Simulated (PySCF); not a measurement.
## Electronic structure of C₆H₂F₃ (charge −1) in real space

```yaml
atoms:
  - { symbol: F, position_ang: [-2.0677, 1.7348, 0.0872] }
  - { symbol: C, position_ang: [-1.0643, 0.8017, -0.0427] }
  - { symbol: C, position_ang: [-1.3087, -0.4132, -0.6444] }
  - { symbol: C, position_ang: [-0.1752, -1.2481, -0.6965] }
  - { symbol: C, position_ang: [1.0912, -0.9053, -0.1963] }
  - { symbol: C, position_ang: [1.2460, 0.3406, 0.3951] }
  - { symbol: F, position_ang: [2.4431, 0.7304, 0.8953] }
  - { symbol: C, position_ang: [0.1636, 1.2121, 0.4805] }
  - { symbol: F, position_ang: [0.3414, 2.4191, 1.0643] }
  - { symbol: H, position_ang: [-0.2576, -2.2459, -1.1569] }
  - { symbol: H, position_ang: [1.9553, -1.5764, -0.2547] }
```

Geometry: PBE0-D3(BJ)/ma-def2-SVP.

These are results of DFT single point, gas phase, functional wB97X in PySCF 2.14.0, density-fitted response routines, not measurements.

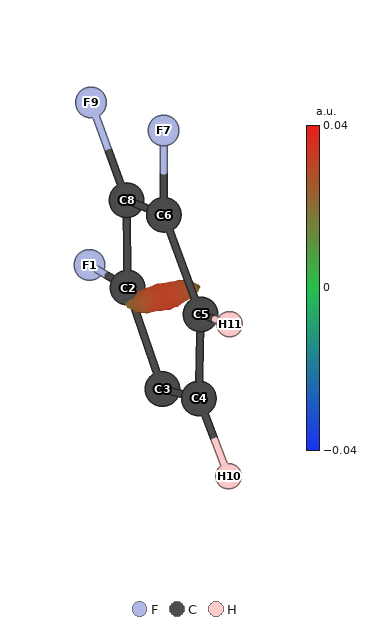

Figure 1. Non-covalent interaction (NCI) plot: the surface where the reduced density gradient is 0.4, for densities under 0.05 a.u., coloured by sign(λ₂)ρ; seen at an oblique angle.

### Which non-covalent interactions does the plot reveal?

Inside the ring or cage of C2, C3, C4, C5, C6 and C8: steric crowding (red).

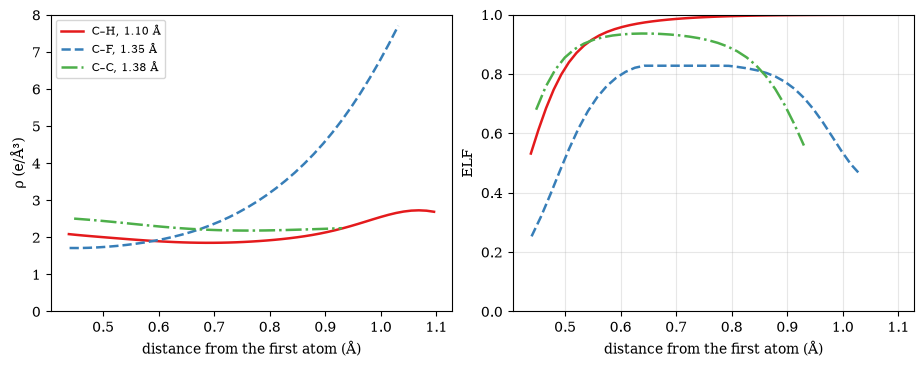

Figure 2. Electron density and electron localisation function along straight lines between neighbouring atoms. The curves leave out the atomic cores.

### Compare the contacts.

C–H (1.10 Å): ρ is about 1.9 e/Å³ halfway; the ELF climbs to about 1 towards the hydrogen, as it does in any bond to H; an ordinary covalent bond to hydrogen.
C–F (1.35 Å): the density is about 2.2 e/Å³ at the midpoint, with its minimum of 1.7 e/Å³ about 0.5 Å from C; the ELF peaks at about 0.85 between the atoms: a shared but strongly polarised pair.
C–C (1.38 Å): the density is about 2.2 e/Å³ at the midpoint; the ELF peaks at about 0.95 between the atoms, as expected for a covalent bond.
